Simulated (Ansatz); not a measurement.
## Geometry relaxation of CuHF (charge +1)

The run: geometry relaxation of CuHF, charge +1. Method and program: RKS PBE0-D4/def2-TZVP (Ansatz 0.2.0).

Figures and captions count atoms from 1; the log counts them from 0 in places.

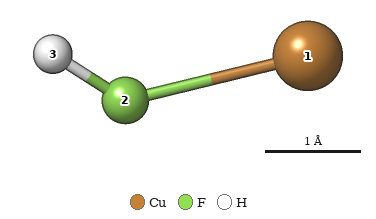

**Figure 1.** The structure as given in the input (ball-and-stick view, seen at a tilt; atoms are numbered from 1 in the order of the input). Sticks mark near contacts.

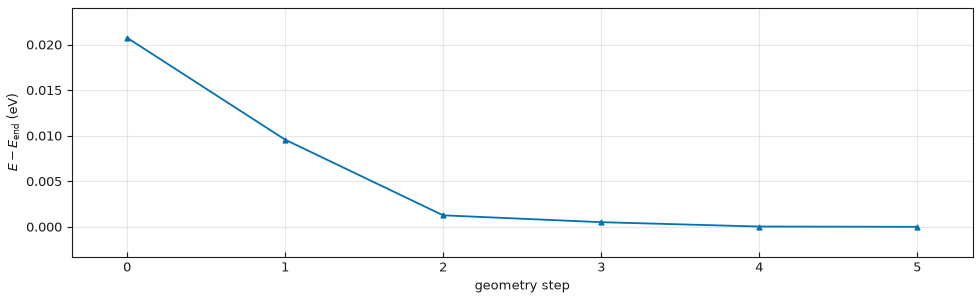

**Figure 2.** Progress of the relaxation, step by step (the first geometry is step 0 here and step 1 in the log).

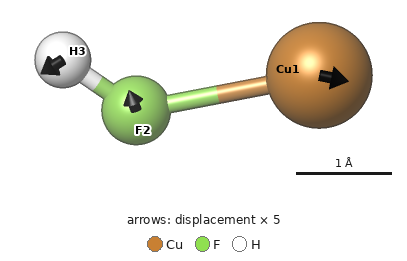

**Figure 3.** The starting structure with the displacements as black arrows, magnified 5 times (ball-and-stick view, seen at a tilt). The two geometries are laid on each other by the best rigid fit. Cu1 moves most after the best rigid fit: 0.065 Å. Largest moves by element: Cu 0.065 Å, H 0.058 Å, F 0.048 Å. Among the contacts that change: Cu1–F2 1.978 → 2.043 Å, F2–H3 0.949 → 0.933 Å. Among the angles that change: Cu1–F2–H3 132.0° → 139.2°. Over 5 geometry steps the energy falls by 0.021 eV. The largest force component goes from 0.88 to 0.0041 eV/Å. (Atoms are counted from 1 in the order of the input.)

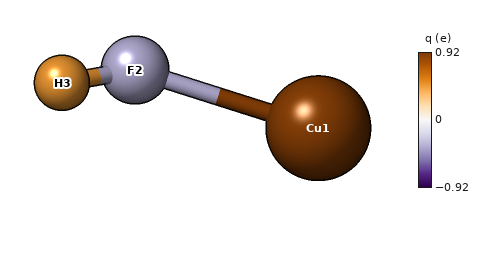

**Figure 4.** Mulliken charges, as the colour of each atom (ball-and-stick view, seen at an oblique angle; atoms are numbered from 1 in the order of the input). By element: Cu +0.88, F −0.36 and H +0.48 e.

The input and output of the run follow.

## Input
```yaml
crystal:
  periodic: [false, false, false]
  atoms:
    - {symbol: Cu, position_ang: [-0.000652, -0.000505, -1.548266]}
    - {symbol: F, position_ang: [0.217216, 0.207279, 0.406675]}
    - {symbol: H, position_ang: [-0.216565, -0.206875, 1.141591]}
basis:
  gaussian: {orbitals: def2-TZVP}
total_charge: 1
hamiltonian: {xc: pbe0, dispersion: d4}
relax: {f_tol: 0.005, max_steps: 200}
```

Launch command:
```bash
ansatz run in.yaml --threads 2 --pin off --events-out ev --progress --plain --max-ram 5222MiB
```

## Output
```
Functional definition: PBE0
  name "PBE0"
  cite "Adamo & Barone, J. Chem. Phys. 110, 6158 (1999) doi:10.1063/1.478522"
  cite "Perdew, Burke & Ernzerhof, Phys. Rev. Lett. 77, 3865 (1996) doi:10.1103/PhysRevLett.77.3865"
  parent pbe
  parameter a = 0.25
  parameter kappa = 0.804
  parameter beta = 0.06672455060314922
  exchange = (1 - a)*pbe_x(kappa = kappa, mu = beta*pi^2/3) + a*exact_x
  correlation = pbe_c(beta = beta)
765 factors; integrals over basis functions are off by at most 2.7e-4 eV
mean field evaluation 1: about -47334.9455 eV, gradient 1.7e2 eV
mean field evaluation 2: about -46648.8408 eV, gradient 6.4e2 eV
mean field evaluation 4: about -47354.4755 eV, gradient 5.7e1 eV
mean field evaluation 8: about -47358.2814 eV, gradient 1.9e-1 eV
mean field evaluation 16: about -47358.3111 eV, gradient 1.4e-5 eV
mean field -47358.31107443 eV, -1740.3858313690 hartree, gradient 1.7e-5 eV, S^2 0.000000; 0 other end points of the search recorded, 0 dependent functions left out
the calculation of the forces begins
reference -47358.31109927 eV, -1740.3858322819 hartree; 19, 19 occupied and 63, 63 virtual orbitals, 765 factors
relax step   1: F+E_penalty+E_count = -47358.32548152 eV  Δ(F+E_penalty+E_count) = +0.000e0 eV  max|allowed force component| = 8.823e-1 eV/Å  Δτ_max = 0.0000 Å  (30 SCF iters, accepted)
these checks for a lower state are left out or cut short: starts, cluster_reference, orbital_swaps, neighbouring_geometries, increment
765 factors; integrals over basis functions are off by at most 2.8e-4 eV
mean field -47358.32220423 eV, -1740.3862403816 hartree, gradient 2.3e-5 eV, S^2 0.000000; 0 other end points of the search recorded, 0 dependent functions left out
the calculation of the forces begins
reference -47358.32222900 eV, -1740.3862412919 hartree; 19, 19 occupied and 63, 63 virtual orbitals, 765 factors
relax step   2: F+E_penalty+E_count = -47358.33667089 eV  Δ(F+E_penalty+E_count) = -1.119e-2 eV  max|allowed force component| = 3.916e-1 eV/Å  Δτ_max = 0.0115 Å  (34 SCF iters, accepted)
these checks for a lower state are left out or cut short: starts, cluster_reference, orbital_swaps, neighbouring_geometries, increment
765 factors; integrals over basis functions are off by at most 3.2e-4 eV
mean field evaluation 32: about -47358.3303 eV, gradient 5.3e-4 eV
mean field -47358.33026592 eV, -1740.3865366432 hartree, gradient 2.2e-5 eV, S^2 0.000000; 0 other end points of the search recorded, 0 dependent functions left out
the calculation of the forces begins
reference -47358.33029057 eV, -1740.3865375493 hartree; 19, 19 occupied and 63, 63 virtual orbitals, 765 factors
relax step   3: F+E_penalty+E_count = -47358.34497618 eV  Δ(F+E_penalty+E_count) = -8.305e-3 eV  max|allowed force component| = 6.068e-2 eV/Å  Δτ_max = 0.0348 Å  (34 SCF iters, accepted)
these checks for a lower state are left out or cut short: starts, cluster_reference, orbital_swaps, neighbouring_geometries, increment
765 factors; integrals over basis functions are off by at most 3.3e-4 eV
mean field -47358.33095030 eV, -1740.3865617939 hartree, gradient 1.9e-5 eV, S^2 0.000000; 0 other end points of the search recorded, 0 dependent functions left out
the calculation of the forces begins
reference -47358.33097495 eV, -1740.3865626996 hartree; 19, 19 occupied and 63, 63 virtual orbitals, 765 factors
relax step   4: F+E_penalty+E_count = -47358.34572890 eV  Δ(F+E_penalty+E_count) = -7.527e-4 eV  max|allowed force component| = 5.637e-2 eV/Å  Δτ_max = 0.0114 Å  (34 SCF iters, accepted)
these checks for a lower state are left out or cut short: starts, cluster_reference, orbital_swaps, neighbouring_geometries, increment
765 factors; integrals over basis functions are off by at most 3.3e-4 eV
mean field -47358.33147292 eV, -1740.3865809997 hartree, gradient 1.8e-5 eV, S^2 0.000000; 0 other end points of the search recorded, 0 dependent functions left out
the calculation of the forces begins
reference -47358.33149760 eV, -1740.3865819066 hartree; 19, 19 occupied and 63, 63 virtual orbitals, 765 factors
relax step   5: F+E_penalty+E_count = -47358.34620757 eV  Δ(F+E_penalty+E_count) = -4.787e-4 eV  max|allowed force component| = 2.621e-2 eV/Å  Δτ_max = 0.0134 Å  (34 SCF iters, accepted)
these checks for a lower state are left out or cut short: starts, cluster_reference, orbital_swaps, neighbouring_geometries, increment
765 factors; integrals over basis functions are off by at most 3.3e-4 eV
mean field -47358.33150770 eV, -1740.3865822779 hartree, gradient 1.1e-5 eV, S^2 0.000000; 0 other end points of the search recorded, 0 dependent functions left out
the calculation of the forces begins
reference -47358.33153239 eV, -1740.3865831851 hartree; 19, 19 occupied and 63, 63 virtual orbitals, 765 factors
relax step   6: F+E_penalty+E_count = -47358.34624004 eV  Δ(F+E_penalty+E_count) = -3.247e-5 eV  max|allowed force component| = 4.143e-3 eV/Å  Δτ_max = 0.0035 Å  (26 SCF iters, accepted)
765 factors; integrals over basis functions are off by at most 3.3e-4 eV
mean field evaluation 64: about -47354.5550 eV, gradient 5.7e1 eV
mean field -47358.33150770 eV, -1740.3865822779 hartree, gradient 1.1e-5 eV, S^2 0.000000; 1 other end points of the search recorded, 0 dependent functions left out
the calculation of the forces begins
reference -47358.33153239 eV, -1740.3865831851 hartree; 19, 19 occupied and 63, 63 virtual orbitals, 765 factors
Total energy: -47358.34626472 eV, -1740.3871245886 hartree
Atom 0 at     0.010897     0.010526    -1.610532 Å, force     0.000206     0.000196    -0.000645 eV/Å
Atom 1 at     0.183602     0.175190     0.418796 Å, force    -0.002602    -0.002484     0.004143 eV/Å
Atom 2 at    -0.194501    -0.185818     1.191737 Å, force     0.002396     0.002288    -0.003498 eV/Å
Dipole moment:    -0.189982    -0.181359     0.047200 e Å
```

## Trajectory as extended XYZ (Å, eV, eV/Å), 6 frames, from step=1 to step=6
```
3
Properties=species:S:1:pos:R:3:forces:R:3 step=1 energy=-47358.32548
Cu   -0.0007   -0.0005   -1.5483   -0.0111  -0.0106  -0.3462
F     0.2172    0.2073    0.4067   -0.3784  -0.3613   0.8823
H    -0.2166   -0.2069    1.1416    0.3895   0.3719  -0.5362
3
Properties=species:S:1:pos:R:3:forces:R:3 step=2 energy=-47358.33667
Cu    0.0010    0.0011   -1.5596   -0.0051  -0.0049  -0.2565
F     0.2106    0.2009    0.4127   -0.1320  -0.1260   0.3916
H    -0.2116   -0.2021    1.1469    0.1371   0.1309  -0.1351
3
Properties=species:S:1:pos:R:3:forces:R:3 step=3 energy=-47358.34498
Cu    0.0044    0.0043   -1.5941    0.0092   0.0088  -0.0334
F     0.2006    0.1914    0.4246   -0.0098  -0.0094  -0.0273
H    -0.2050   -0.1958    1.1695    0.0006   0.0006   0.0607
3
Properties=species:S:1:pos:R:3:forces:R:3 step=4 energy=-47358.34573
Cu    0.0066    0.0065   -1.6049    0.0088   0.0084   0.0113
F     0.1948    0.1858    0.4252   -0.0059  -0.0057  -0.0564
H    -0.2014   -0.1924    1.1797   -0.0028  -0.0027   0.0450
3
Properties=species:S:1:pos:R:3:forces:R:3 step=5 energy=-47358.34621
Cu    0.0100    0.0097   -1.6087    0.0015   0.0015  -0.0023
F     0.1859    0.1773    0.4199    0.0069   0.0065  -0.0239
H    -0.1959   -0.1871    1.1888   -0.0084  -0.0080   0.0262
3
Properties=species:S:1:pos:R:3:forces:R:3 step=6 energy=-47358.34624
Cu    0.0109    0.0105   -1.6105    0.0002   0.0002  -0.0006
F     0.1836    0.1752    0.4188   -0.0026  -0.0025   0.0041
H    -0.1945   -0.1858    1.1917    0.0024   0.0023  -0.0035
```

## Key numbers

| quantity | value |
| --- | --- |
| outcome | converged |
| total energy | −47358.3463 eV |
| mean-field energy | −47358.3315 eV |
| dispersion energy | −0.0147 eV |
| SCF solution under orbital rotations | stable |
| largest force (length of the vector) at the end | 0.005 eV/Å |
| hardware | 2 threads of AMD EPYC, 15 GiB of memory available, shared host |
| wall time | 3.7 s (CPU time 6.6 s) |
| peak memory | 0.16 GiB |
